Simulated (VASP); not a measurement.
Band structure of TlCl (CsCl type). Method: PBE GGA, VASP's PBE PAW potentials (set 64) (plane waves; VASP).

Unless said otherwise, spin-orbit coupling is left out, though it shifts the bands of the heavy elements here.

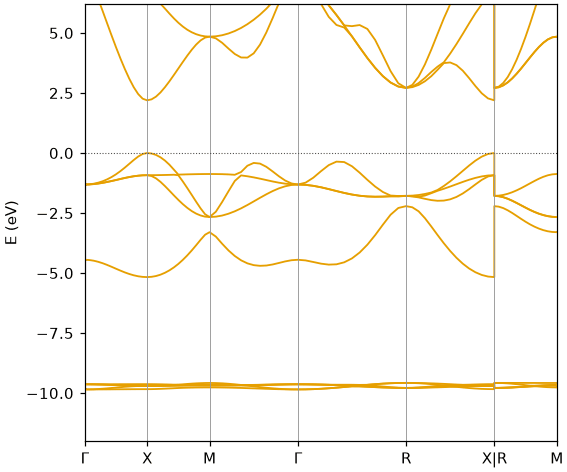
Bands along high-symmetry lines, zero at the valence-band maximum or, without a gap, the Fermi level

Question: Read the plot: is there a gap, and where are the band edges?

Answer: The gap is direct, 2.20 eV, from the valence maximum at X to the conduction minimum at X. (Edges off the drawn lines would not show.)

The compound is TlCl in the CsCl type structure. It was relaxed first.
